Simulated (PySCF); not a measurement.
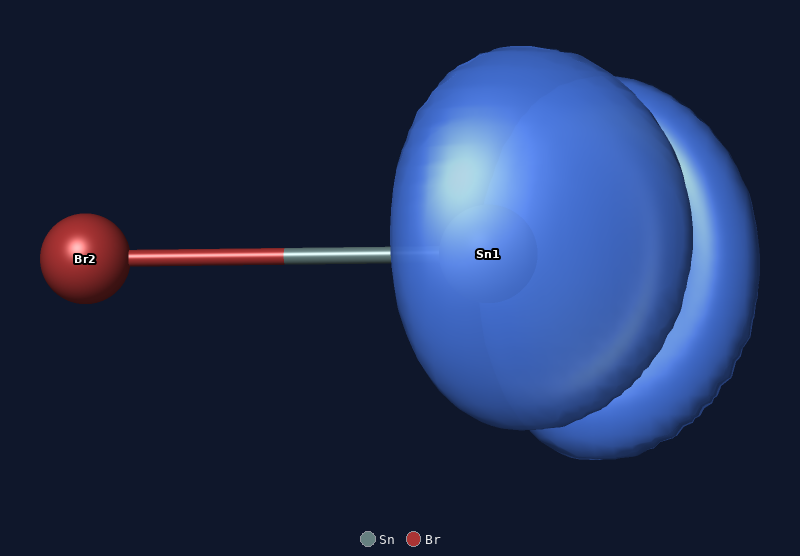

Figure. SnBr (doublet). Isosurface of the ELF at 0.9 (blue), seen from one side. Core shells and regions of very low density are left out.

Core potentials replace the inner electrons of Sn.

Theory: PySCF, PBE0/def2-TZVPP, non-relativistic Hamiltonian with scalar-relativistic core potentials where named, at a bond length of 2.525 Å.

```yaml
atoms:
  - { symbol: Sn, position_ang: [0.0000, 0.0000, -1.0023] }
  - { symbol: Br, position_ang: [0.0000, 0.0000, 1.5227] }
```

What do the ELF domains correspond to?

Answer. The ELF exceeds this value in two lobes on Sn, pointing away from the bonds (non-bonding electrons). Along the contacts the grid gives the following. Sn–Br (2.52 Å): the ELF peaks at about 0.75 in the valence shell of Br, 1.0 Å from its nucleus, and drops to about 0.15 between the two atoms.
